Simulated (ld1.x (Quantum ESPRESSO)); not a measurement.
**Pseudopotential generation: Cr (part 2 of 2)**

The same run, continued: chromium (Cr, Z = 24), core [Ne] 3s2, reference valence 3p6 3d4 4s0 4p0 (an ion of charge +2), valence charge 12. Method: TM potential, PBE, scalar-relativistic, made with ld1.x (Quantum ESPRESSO) 7.5.

### Output of the test run (extracts), continued
```
     ---------------------- Testing the pseudopotential ----------------------

     Cr
     scalar relativistic calculation

     atomic number is 24.00   valence charge is 12.00
     dft =PBE   lsd =0 sic =0 latt =0  beta=0.20 tr2=1.0E-14
     mesh =1183 r(mesh) =  99.18097 xmin = -7.00 dx = 0.01250

     n l     nl             e AE (Ry)        e PS (Ry)    De AE-PS (Ry)
     2 1     3P   1( 5.00)       -4.29397       -4.30610        0.01213  !
     3 2     3D   1( 5.00)       -1.08328       -1.09243        0.00915  !
     1 0     4S   1( 1.00)       -0.84954       -0.84629       -0.00325
     3 1     4P   1( 0.00)       -0.52202       -0.51597       -0.00605  !

     eps = 1.9E-15  iter = 24

     Etot =   -2097.272263 Ry,   -1048.636131 Ha,  -28534.842805 eV
     Etotps =  -118.366900 Ry,     -59.183450 Ha,   -1610.463712 eV
     dEtot_ae =       2.099094 Ry
     dEtot_ps =       2.103534 Ry,   Delta E=      -0.004440 Ry

     Ekin =      79.436423 Ry,      39.718211 Ha,    1080.787588 eV
     Encl =    -289.098701 Ry,    -144.549351 Ha,   -3933.388215 eV
     Ehrt =      91.603605 Ry,      45.801802 Ha,    1246.330534 eV
     Ecxc =     -19.012288 Ry,      -9.506144 Ha,    -258.675351 eV
     (Ecc =      -2.235161 Ry,      -1.117580 Ha,     -30.410913 eV)
     Epseu=      18.704062 Ry,       9.352031 Ha,     254.481731 eV

     ---------------------- End of pseudopotential test ----------------------

     ---------------------- Testing the pseudopotential ----------------------

     Cr
     scalar relativistic calculation

     atomic number is 24.00   valence charge is 12.00
     dft =PBE   lsd =0 sic =0 latt =0  beta=0.20 tr2=1.0E-14
     mesh =1183 r(mesh) =  99.18097 xmin = -7.00 dx = 0.01250

     n l     nl             e AE (Ry)        e PS (Ry)    De AE-PS (Ry)
     2 1     3P   1( 6.00)       -3.58319       -3.58007       -0.00312
     3 2     3D   1( 5.00)       -0.45608       -0.45464       -0.00144
     1 0     4S   1( 0.50)       -0.50443       -0.50750        0.00306
     3 1     4P   1( 0.00)       -0.24687       -0.24396       -0.00291

     eps = 7.5E-15  iter = 19

     Etot =   -2100.859459 Ry,   -1050.429729 Ha,  -28583.649091 eV
     Etotps =  -121.958355 Ry,     -60.979177 Ha,   -1659.327947 eV
     dEtot_ae =      -1.488102 Ry
     dEtot_ps =      -1.487921 Ry,   Delta E=      -0.000181 Ry

     Ekin =      77.399029 Ry,      38.699515 Ha,    1053.067438 eV
     Encl =    -300.002419 Ry,    -150.001210 Ha,   -4081.740850 eV
     Ehrt =      99.225949 Ry,      49.612974 Ha,    1350.037807 eV
     Ecxc =     -19.789301 Ry,      -9.894650 Ha,    -269.247150 eV
     (Ecc =      -2.235161 Ry,      -1.117580 Ha,     -30.410913 eV)
     Epseu=      21.208387 Ry,      10.604194 Ha,     288.554807 eV

     ---------------------- End of pseudopotential test ----------------------

     ---------------------- Testing the pseudopotential ----------------------

     Cr
     scalar relativistic calculation

     atomic number is 24.00   valence charge is 12.00
     dft =PBE   lsd =0 sic =0 latt =0  beta=0.20 tr2=1.0E-14
     mesh =1183 r(mesh) =  99.18097 xmin = -7.00 dx = 0.01250

     n l     nl             e AE (Ry)        e PS (Ry)    De AE-PS (Ry)
     2 1     3P   1( 6.00)       -7.60492       -7.63617        0.03125  !
     3 2     3D   1( 2.00)       -4.26285       -4.27412        0.01127  !
     1 0     4S   1( 0.00)       -2.99021       -3.45873        0.46851  !
     3 1     4P   1( 0.00)       -2.44832       -2.42585       -0.02248  !

     eps = 6.5E-16  iter = 16

     Etot =   -2093.556959 Ry,   -1046.778479 Ha,  -28484.293517 eV
     Etotps =  -114.642364 Ry,     -57.321182 Ha,   -1559.788826 eV
     dEtot_ae =       5.814398 Ry
     dEtot_ps =       5.828070 Ry,   Delta E=      -0.013672 Ry

     Ekin =      63.320364 Ry,      31.660182 Ha,     861.517443 eV
     Encl =    -245.699053 Ry,    -122.849526 Ha,   -3342.905909 eV
     Ehrt =      60.623689 Ry,      30.311845 Ha,     824.827312 eV
     Ecxc =     -16.249955 Ry,      -8.124978 Ha,    -221.091908 eV
     (Ecc =      -2.235161 Ry,      -1.117580 Ha,     -30.410913 eV)
     Epseu=      23.362590 Ry,      11.681295 Ha,     317.864235 eV

     ---------------------- End of pseudopotential test ----------------------

     ---------------------- Testing the pseudopotential ----------------------

     Cr
     scalar relativistic calculation

     atomic number is 24.00   valence charge is 12.00
     dft =PBE   lsd =0 sic =0 latt =0  beta=0.20 tr2=1.0E-14
     mesh =1183 r(mesh) =  99.18097 xmin = -7.00 dx = 0.01250

     n l     nl             e AE (Ry)        e PS (Ry)    De AE-PS (Ry)
     2 1     3P   1( 6.00)       -3.18328       -0.04195       -3.14133  !
     3 2     3D   1( 6.00)       -0.09794       -0.00000       -0.09794  !
     1 0     4S   1( 0.00)       -0.26129       -0.26129        0.00000
     3 1     4P   1( 0.00)       -0.06238       -0.06238        0.00000

     eps = 1.8E-02  iter =201

     Etot =   -2100.931120 Ry,   -1050.465560 Ha,  -28584.624093 eV
     Etotps =   -14.795144 Ry,      -7.397572 Ha,    -201.298186 eV
     dEtot_ae =      -1.559763 Ry
     dEtot_ps =     105.675290 Ry,   Delta E=    -107.235053 Ry

     Ekin =      58.358997 Ry,      29.179499 Ha,     794.014610 eV
     Encl =     -79.617825 Ry,     -39.808913 Ha,   -1083.255699 eV
     Ehrt =      13.317097 Ry,       6.658548 Ha,     181.188334 eV
     Ecxc =      -6.853413 Ry,      -3.426706 Ha,     -93.245431 eV
     (Ecc =      -2.235161 Ry,      -1.117580 Ha,     -30.410913 eV)

     ---------------------- End of pseudopotential test ----------------------
```

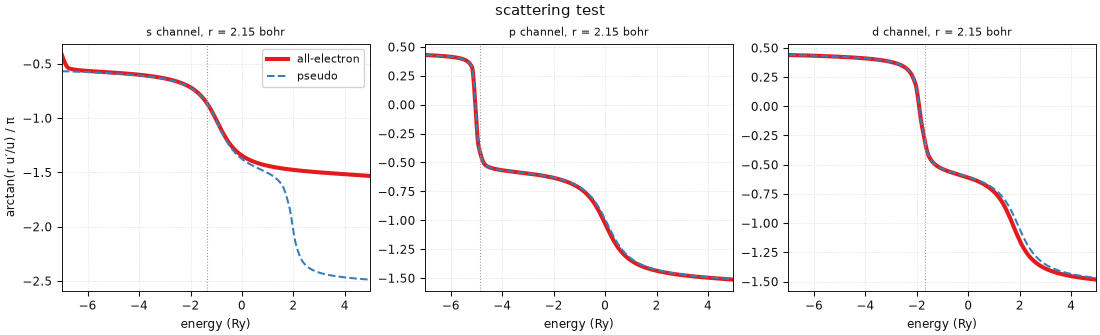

*Unwrapped phase arctan(r u′/u) in units of π against energy, all-electron (solid) and pseudo (dashed); the pseudo phase is matched to the all-electron one at the reference energy. Here u = r R(r). The dotted line marks the reference energy of the channel.*

- Ghost states: Going away from the reference energies, the phases part by more than π/2 in: s at about 2.0 Ry (above its reference energy, pseudo phase lower). Such a step is either a state that only one of the two atoms has or an ordinary level shifted in energy. The separate test gives: ghost state below the valence levels: s at -204.7 eV. The bound ghosts lie below the range of the plot.
- Poles, where the radial function vanishes at the test radius: s: all-electron at -6.9 and 3.0 Ry, pseudo at 1.0 Ry; p: all-electron at -4.8 and 4.2 Ry, pseudo at -4.8 and 4.4 Ry; d: all-electron at -1.3 Ry, pseudo at -1.3 Ry.

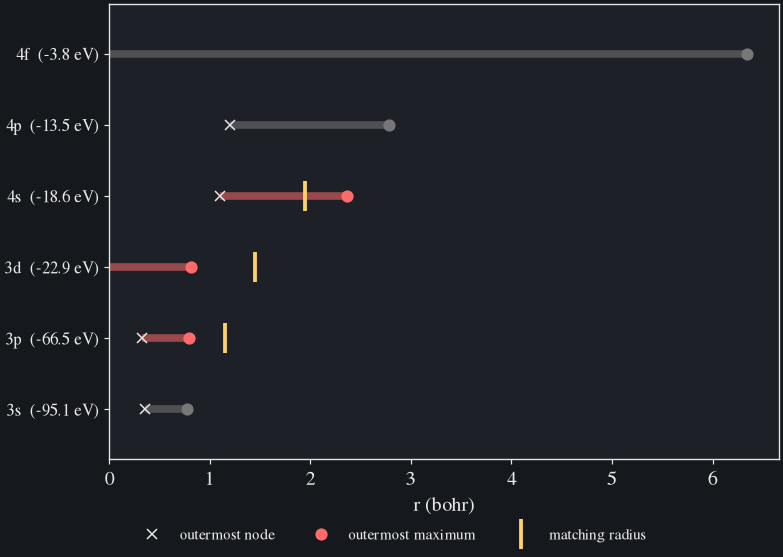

*Outer shells of the all-electron reference atom: each bar runs from the outermost node (or the nucleus) to the outermost maximum of u(r); the tick is the radius chosen for the pseudo-wave. Shells without a tick have no pseudo-wave of their own. Levels, nodes and maxima are from ld1.x, scalar-relativistic.*

- Radii against the shells: 3p: 1.15 bohr, outside the maximum; 3d: 1.45 bohr, outside the maximum; 4s: 1.95 bohr, between node and maximum.

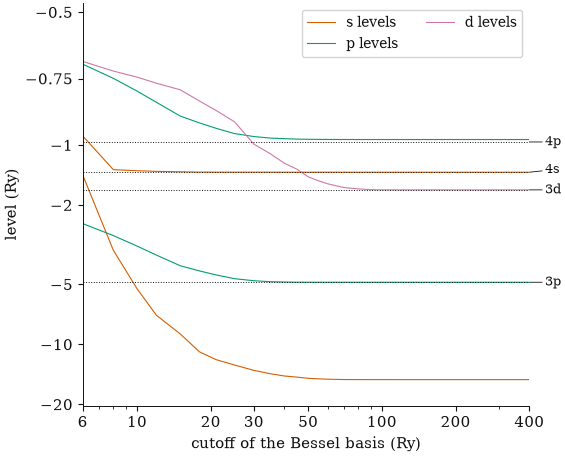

*The pseudo-atom Hamiltonian at the reference potential is diagonalised in spherical Bessel functions (20 bohr box) up to the cutoff. Curves: the lowest levels of each channel that holds a bound state. Dotted lines: the all-electron valence levels.*

- Ghost states: ghost state below the valence levels: s at -204.7 eV. A ghost is a state of the pseudo-atom that lies below a valence level of its channel, or is bound in a channel without one, and matches no all-electron valence level; bound levels above the valence ones can be real empty states. Not every valence level is met: 4p ends 0.009 Ry too high at the highest cutoff, where a miss can come from the basis as well as from the potential. In Ry: s -15.04.
- Onset of the ghost: the lowest s curve lies clearly below the lowest valence level of its channel from about 8 Ry on and ends at -15.04 Ry.
- All-electron valence levels: 4s: -1.37 Ry; 3p: -4.9 Ry; 4p: -0.99 Ry; 3d: -1.68 Ry.

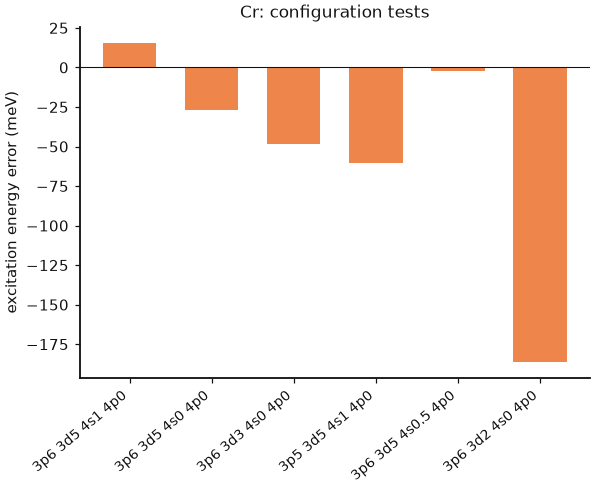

*Errors, all-electron minus pseudo, of the energies of valence configurations relative to the unpolarised reference 3p6 3d4 4s0 4p0. Not all tests gave a result: 1 of 7 tests not solved.*

- Worst configuration: 3p6 3d2 4s0 4p0 (charge +4): the error is -186 meV on an all-electron energy of +79.11 eV relative to the reference, or 0.24 %.
- Configurations within 10 meV and within 50 meV: 1 and 4 of 6.
- Errors in meV: 3p6 3d5 4s1 4p0: +16; 3p6 3d5 4s0 4p0: -27; 3p6 3d3 4s0 4p0: -49; 3p5 3d5 4s1 4p0: -60; 3p6 3d5 4s0.5 4p0: -2.5; 3p6 3d2 4s0 4p0: -186. The potential isn't sound: its ghost test gives ghost state below the valence levels: s at -204.7 eV.

Outcome of the run: generated, with a ghost state.
